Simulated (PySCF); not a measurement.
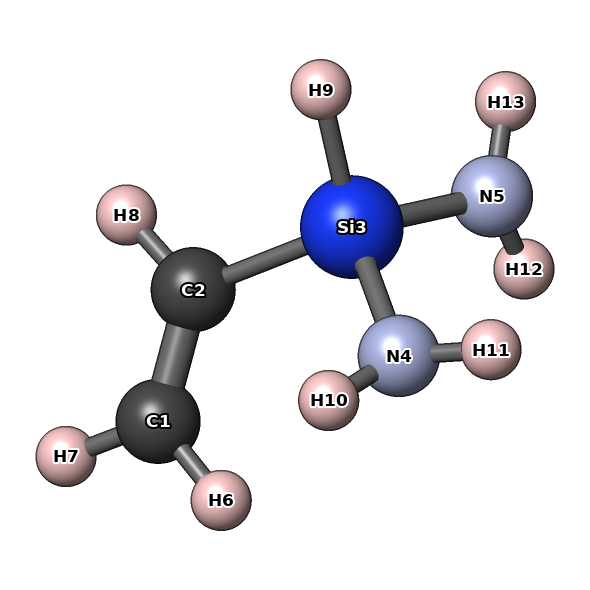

The thickness of each stick grows with its Mayer bond order. The geometry was computed by an optimisation with PBE0-D3(BJ)/def2-SVP. No frequency run is at hand to confirm it as a minimum. Computed with PBE0/def2-TZVP (PySCF 2.14.0).

Question: Which bond has the highest Mayer bond order?

Answer: C1–C2, 1.94, at a length of 1.339 Å.

List the Mayer bond orders of C1–C2, C1–H6, C1–H7, C2–Si3, C2–H8, Si3–N4, Si3–N5, Si3–H9, N4–H10, N4–H11, N5–H12, N5–H13.

```
  bond  Mayer order  length (Å)
 C1–C2         1.94       1.339
 C1–H6         0.94       1.096
 C1–H7         0.95       1.096
C2–Si3         0.94       1.876
 C2–H8         0.94       1.099
Si3–N4         1.14       1.729
Si3–N5         1.17       1.730
Si3–H9         0.94       1.501
N4–H10         0.92       1.013
N4–H11         0.92       1.014
N5–H12         0.91       1.014
N5–H13         0.92       1.013
```
